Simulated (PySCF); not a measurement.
# UB2PLYP/STO-6G run of BHSCl (SMILES S[B]Cl)

What is the vertical doublet–quartet gap of BHSCl at UB2PLYP/STO-6G? 

The calculation is run with PySCF 2.14.0.

9 further runs of the same task are left out: 9 set aside as unsound or not needed.

## Step 1: The system as given

BHSCl: 4 atoms, total charge 0, spin state doublet. As SMILES, `S[B]Cl`. The coordinates come from a PBE0-D4/def2-TZVP relaxation.

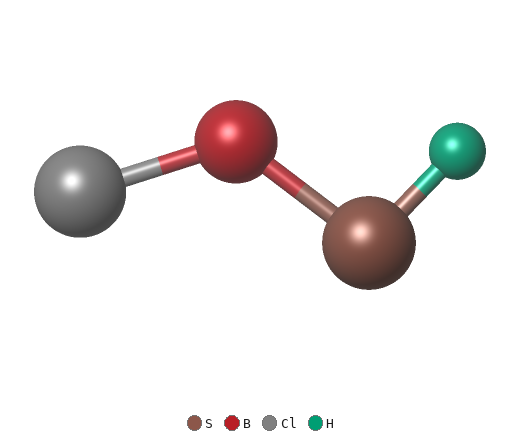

The structure, seen from a chosen angle (sulfur brown, boron red, chlorine grey, hydrogen teal).

## Step 2: A single-point energy at UB2PLYP/STO-6G

Contents of input.py:

```python
# S[B]Cl
from pyscf import gto, dft, mp

mol = gto.M(
    atom='''
S    0.566400  -0.789100   0.531400
B   -0.299600   0.475700  -0.345800
Cl  -2.014100   0.616000  -0.427300
H    1.802900  -0.362900   0.221400
''',
    verbose=3,
    spin=1,
    basis='sto-6g',
    max_memory=1860,
)

mf = dft.UKS(mol, xc='0.53*HF + 0.47*B88, 0.73*LYP')
mf.grids.level = 5
mf.conv_tol = 1e-10
mf.kernel()
if not mf.converged:
    mf = mf.newton().run(mf.mo_coeff, mf.mo_occ)

pt = mp.MP2(mf, frozen=11).run()
e_tot = mf.e_tot + 0.27 * pt.e_corr
print('PT2 part  %.8f' % (0.27 * pt.e_corr))
print('E = %.10f Eh' % e_tot)
```

Started as:

```
OMP_NUM_THREADS=1 python input.py
```

Output:

```text
WARN: HOMO -0.0770752211434806 >= LUMO -0.0770752211434816

converged SCF energy = -880.379389553415  <S^2> = 0.75520119  2S+1 = 2.0051944
E(UMP2) = -880.467205201706  E_corr = -0.0878156482903347
E(SCS-UMP2) = -880.470609449641  E_corr = -0.0912198962253405
PT2 part  -0.02371023
E = -880.4030997785 Eh
```

Wall time 6.6 s (1 thread of Arm Neoverse V1, shared host); peak memory 0.22 GiB.

## Step 3: The quartet, same level

Contents of calc.py:

```python
from pyscf import gto, dft, mp

mol = gto.Mole()
mol.atom = 'S 0.566400 -0.789100 0.531400; B -0.299600 0.475700 -0.345800; Cl -2.014100 0.616000 -0.427300; H 1.802900 -0.362900 0.221400'
mol.max_memory = 1860
mol.verbose = 3
mol.basis = 'sto-6g'
mol.spin = 3
mol.charge = 0
mol.build()

ks = dft.UKS(mol, xc='0.53*HF + 0.47*B88, 0.73*LYP')
ks.conv_tol = 1e-10
ks.grids.level = 5
ks.kernel()
if not ks.converged:
    ks = ks.newton().run(ks.mo_coeff, ks.mo_occ)

pt = mp.MP2(ks, frozen=11).run()
e_final = ks.e_tot + 0.27 * pt.e_corr
print('PT2 part  %.8f' % (0.27 * pt.e_corr))
print('E = %.10f Eh' % e_final)
```

Started as:

```
OMP_NUM_THREADS=1 python calc.py
```

Output:

```text
WARN: HOMO 0.0592147985957018 >= LUMO -0.291648254968768

WARN: HOMO -0.0119868006555468 >= LUMO -0.129609364168686

WARN: HOMO -0.0497702250986723 >= LUMO -0.0789598035002567

WARN: HOMO -0.0525759363269153 >= LUMO -0.0861192261907344

WARN: HOMO -0.0494431906427798 >= LUMO -0.0847606999727372

WARN: HOMO -0.04986755610936 >= LUMO -0.0851386531201427

WARN: HOMO -0.0496844356493121 >= LUMO -0.0850896774417287

WARN: HOMO -0.0497294993632323 >= LUMO -0.0850540523455756

WARN: HOMO -0.0497235427780603 >= LUMO -0.0850604924848073

WARN: HOMO -0.0497239995867902 >= LUMO -0.0850570538572167

WARN: HOMO -0.0497239678141596 >= LUMO -0.085056896140743

WARN: HOMO -0.0497239611892433 >= LUMO -0.0850569049215236

converged SCF energy = -880.181273779646  <S^2> = 3.7539005  2S+1 = 4.0019498
E(UMP2) = -880.232574099775  E_corr = -0.051300320128741
E(SCS-UMP2) = -880.237139636153  E_corr = -0.0558658565067432
PT2 part  -0.01385109
E = -880.1951248661 Eh
```

Run time: 6.3 s. Hardware: 1 thread of Arm Neoverse V1, shared host; peak memory 0.22 GiB.

## Step 4: Summary of results

Level: UB2PLYP/STO-6G, 11 core orbitals frozen.

| quantity | value |
| --- | --- |
| doublet: total energy | -880.40310 Eh |
| doublet: dipole moment (SCF part) | 2.42 D |
| doublet: HOMO energy (SCF part's orbitals) (highest over α and β) | -5.04 eV |
| doublet: LUMO energy (SCF part's orbitals) (lowest over α and β) | 3.44 eV |
| doublet: ⟨S²⟩ | 0.755 |
| quartet: total energy | -880.19512 Eh |
| quartet: dipole moment (SCF part) | 6.20 D |
| quartet: HOMO energy (SCF part's orbitals) (highest over α and β) | -1.35 eV |
| quartet: ⟨S²⟩ | 3.754 |
| vertical energy of the quartet above the doublet | 5.659 eV |

In words: At this shape the quartet lies 5.66 eV (546 kJ/mol) above the doublet. In a minimal basis such a difference can be off by several eV, whatever the method.
